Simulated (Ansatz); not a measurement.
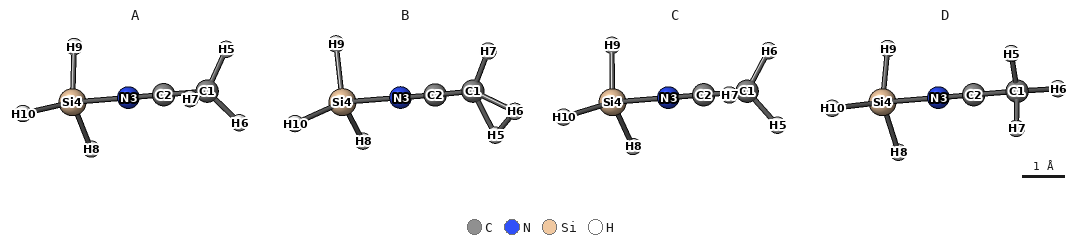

4 geometries from a converged minimum-energy path of C₂H₆NSi (charge +1), shuffled. Style: ball-and-stick. Shown from a free direction.

Theory: UKS PBE-D4/def2-SVP (Ansatz). Settings: 5 movable images; climbing image; force threshold 0.03 eV/Å; iteration limit 56; starting path through a guess of the saddle point.

Which of them lies highest in energy?

Answer. B. In order along the path, whose images run from 0 to 6: D (image 0, 0.0 kJ/mol), A (image 1, 0.0 kJ/mol), B (image 4, +403.2 kJ/mol), C (image 6, 0.0 kJ/mol). No bond forms or breaks between the ends. Bond angles that change up to the highest image, for instance: H5–C1–H6 109.3° → 46.4°, C2–C1–H6 109.6° → 141.8°.
